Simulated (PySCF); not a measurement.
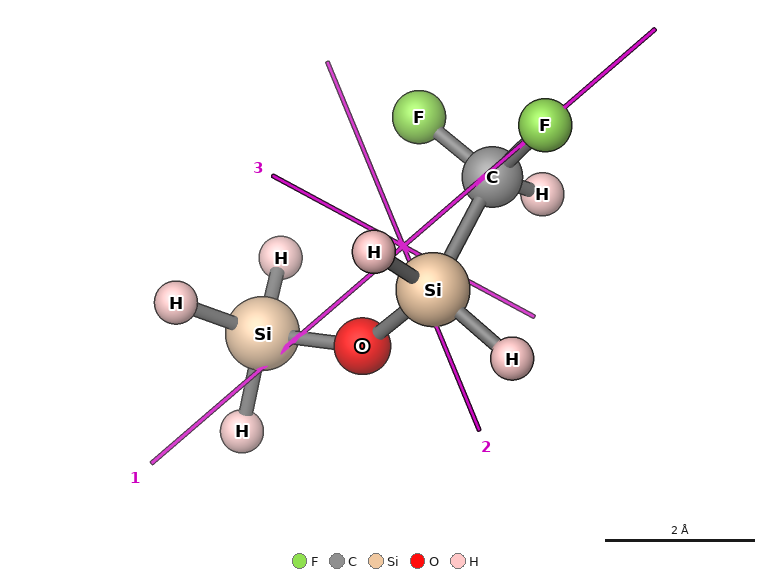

The three principal axes of inertia are drawn and numbered. Atoms fade into the background with distance from the viewer. Computed geometry: PBE0-D3(BJ)/def2-SVP optimisation. No frequency run is at hand to confirm it as a minimum. Masses are those of the most abundant isotopes; constants are for the rigid equilibrium geometry.

Which line is the a axis (least moment of inertia), which b and which c?

Answer. a is line 1, b is line 2, c is line 3; the moments are 112, 426, 513 u Å².

What kind of rotor is it, and what are its rotational constants in cm⁻¹?

Answer. An asymmetric top (C1): A = 0.150, B = 0.0395, C = 0.0328 cm⁻¹. Ray's parameter κ is −0.89, close to the prolate limit.
